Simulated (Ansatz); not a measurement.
La2O3 (A-La2O3 type, space group P-3m1), scan of one atom of the cell

Relaxed La2O3 (A-La2O3 type, space group P-3m1):

```xyz
5
Lattice="3.9403 0.0000 0.0000 -1.9701 3.4124 0.0000 0.0000 0.0000 6.1880" Properties=species:S:1:pos:R:3 pbc="T T T"
La     0.0000     2.2749     1.5308
La     1.9701     1.1375     4.6572
O      0.0000     0.0000     0.0000
O      0.0000     2.2749     3.9930
O      1.9701     1.1375     2.1950
```

In each cell atom 1 (La, nearest neighbour O at 2.370 Å; its periodic images, 3.9 Å or more away, move with it) moves by s·(0.000, 0.000, 1.000) (along Cartesian z), the rest being held.

Calculation: PBE (plane waves to 420 eV, PAW, scalar-relativistic; Ansatz, a first-principles code). k mesh 8×8×5 (Γ-centred), Fermi-Dirac smearing 0.05 eV. Energies are smeared free energies. Left out: 1 of 11 points, with atoms too close for the PAW data. F∥ is the force on the atom along that direction. La2O3 is run without spin polarisation. La2O3 was relaxed with its symmetry unable to fall. The zero of ΔE is the undisplaced structure.

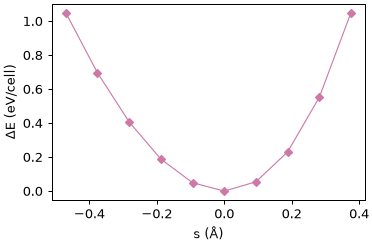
Figure. ΔE (eV/cell) against s (Å); markers are the computed points, lines only join them.

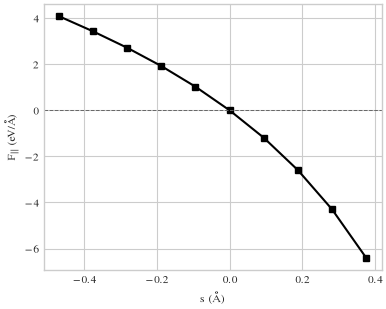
Figure: F∥ (eV/Å) against s (Å); one marker a computed point.

The force along the line at s = -0.470 Å is 4.08 eV/Å and the energy at s = 0.376 Å comes out as 1051 meV/cell. Harmonic estimate at the end of the scan: ½ks² = 827 meV/cell against the computed 1051 meV/cell, so the well is stiffer than harmonic there. Shape of the curve: a single well with its minimum at or next to zero displacement. Symmetry of the curve: not even: the positive side lies higher at ±0.376 Å.

With its periodic images moving along, the atom's site symmetry in this cell is 3m..

(A displaced cell: forces are minus the slopes of the energy, force constants its curvatures, and phonons follow from these.)
